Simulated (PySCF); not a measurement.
C4H10Ge (SMILES CC/C=[CH]/[GeH3])

```tsv
atom	x (Å)	y (Å)	z (Å)
C	-2.3705	-0.6072	-0.1359
C	-1.4413	0.5380	0.2635
C	-0.0242	0.2480	-0.1133
C	1.0129	0.3012	0.7116
Ge	2.8436	-0.0555	0.1885
H	-2.0710	-1.5276	0.3607
H	-2.3361	-0.7699	-1.2110
H	-3.3961	-0.3800	0.1456
H	-1.5111	0.7172	1.3385
H	-1.7612	1.4499	-0.2508
H	0.1279	-0.0277	-1.1507
H	0.8428	0.5762	1.7464
H	3.5012	-1.0136	1.1299
H	2.9046	-0.6307	-1.1877
H	3.6740	1.1896	0.2005
```

Geometry: GFN2-xTB.

Method: B3LYP/def2-SVPD, SCF density, gas phase (PySCF).

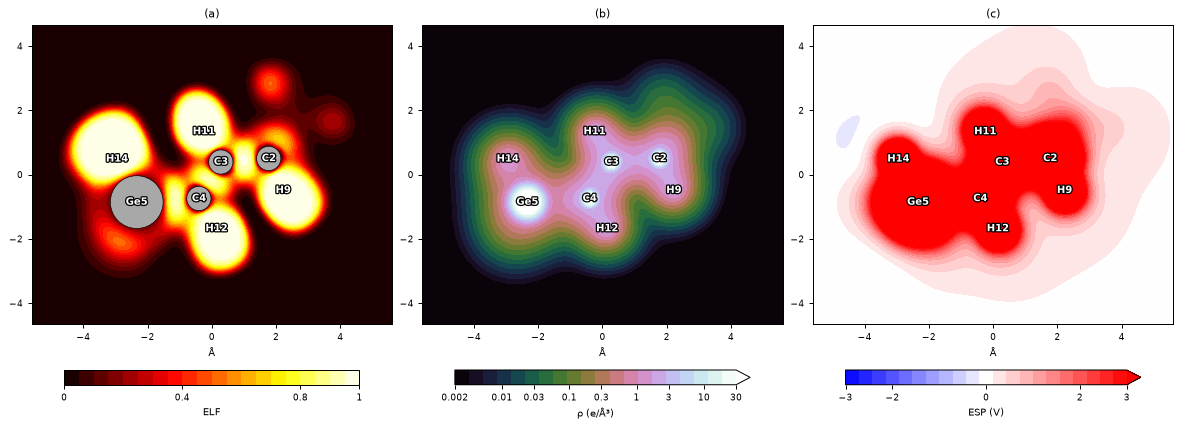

Figure 1. (a) ELF; (b) electron density; (c) electrostatic potential on the plane of atoms C2, C3 and H11. Grey discs cover the atomic cores in the ELF map.

**Interpret the plot.**

- The section cuts through C, Ge and H sites.
- C–C (1.33 Å): the density is about 2.3 e/Å³ at the midpoint; the ELF peaks at about 0.95 between the atoms; a multiple bond.
- C–Ge (1.94 Å): ρ at the midpoint is about 0.91 e/Å³; the ELF peaks at about 0.95 in the valence shell of C, 0.7 Å from its nucleus, and is about 0.70 at the midpoint.
- C–H (1.08 Å): ρ is about 2 e/Å³ halfway; the ELF climbs to about 1 towards the hydrogen, as it does in any bond to H (an ordinary covalent bond to hydrogen).
- C–C (1.49 Å): ρ at the midpoint is about 1.8 e/Å³; the ELF peaks at about 0.95 between the atoms (localised, covalent bonding).
- Ge–H (1.49 Å): ρ is about 1.2 e/Å³ halfway; the ELF climbs to about 1 towards the hydrogen.
- The potential has no marked negative region in this plane.

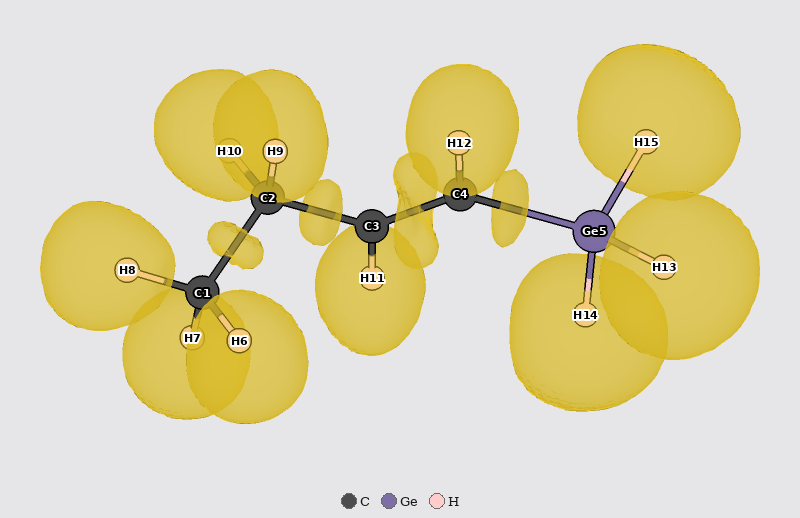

Figure 2. Isosurface of the electron localisation function at 0.85 (yellow), seen at a tilt. Core shells and regions of very low density are left out.

**Identify the bonds, lone pairs and shells in this picture.**

The ELF exceeds this value in three regions between bonded C–C atoms (shared pairs), ten regions around hydrogen nuclei and one lobe of the valence shell of C pointing towards Ge (polar bonds).

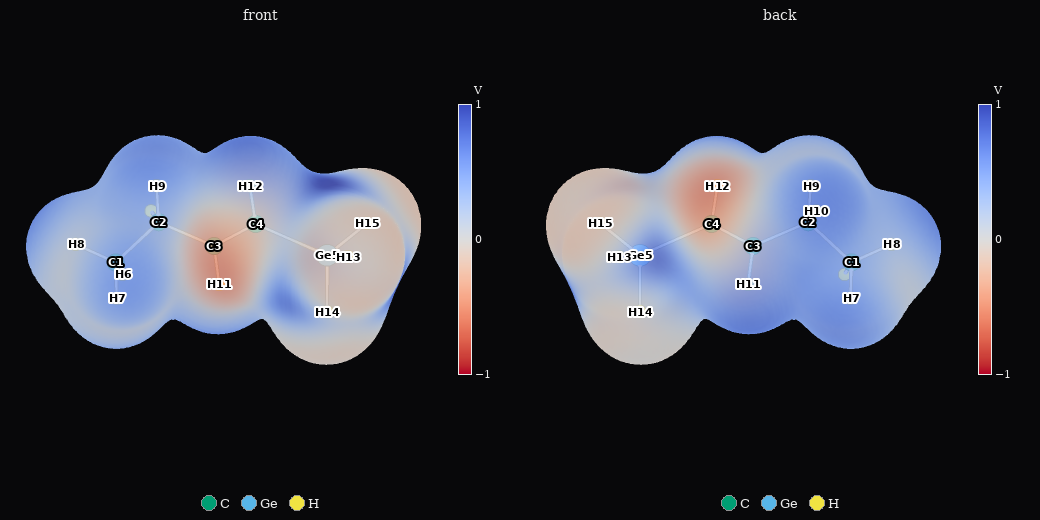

Figure 3. The electrostatic potential painted on the density surface at 0.002 e/bohr³, seen from the front and from behind; red is negative and blue positive.

**Which sites attract a positive test charge, and which a negative one?**

A positive charge is drawn to the negative regions and a negative charge to the positive ones. The most negative region (about −0.5 V) lies over the π face of C3 and C4, the most positive (about +1.0 V) over Ge5.
